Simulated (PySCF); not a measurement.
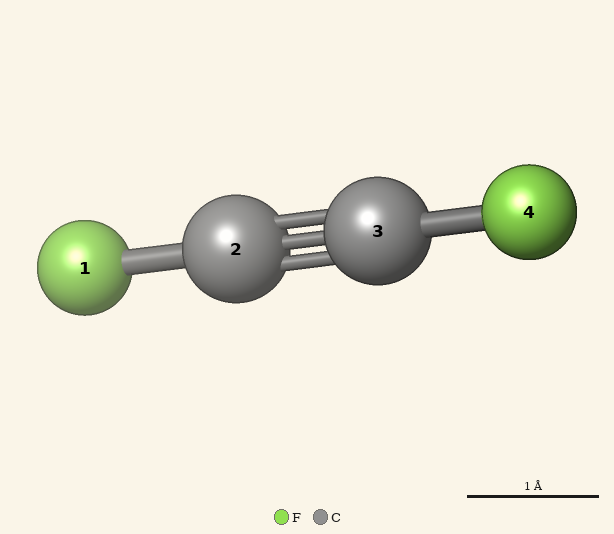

Orthographic view. Distant atoms are faded towards the background colour. The geometry was computed by an optimisation with PBE0-D3(BJ)/def2-SVP. No frequency run is at hand to confirm it as a minimum.

Write a MOL file (V2000) with the atoms in numerical order, bonds sorted by atom number with the orders drawn, and coordinates in the frame of the picture: x right, y up, z towards the viewer, origin at the mean position.

```
C2F2
                    3D

  4  3  0  0  0  0  0  0  0  0999 V2000
   -1.7000   -0.2100   -0.7500 F   0  0  0  0  0  0  0  0  0  0  0  0
   -0.5400   -0.0700   -0.2400 C   0  0  0  0  0  0  0  0  0  0  0  0
    0.5400    0.0700    0.2400 C   0  0  0  0  0  0  0  0  0  0  0  0
    1.7000    0.2100    0.7500 F   0  0  0  0  0  0  0  0  0  0  0  0
  1  2  1  0
  2  3  3  0
  3  4  1  0
M  END
```
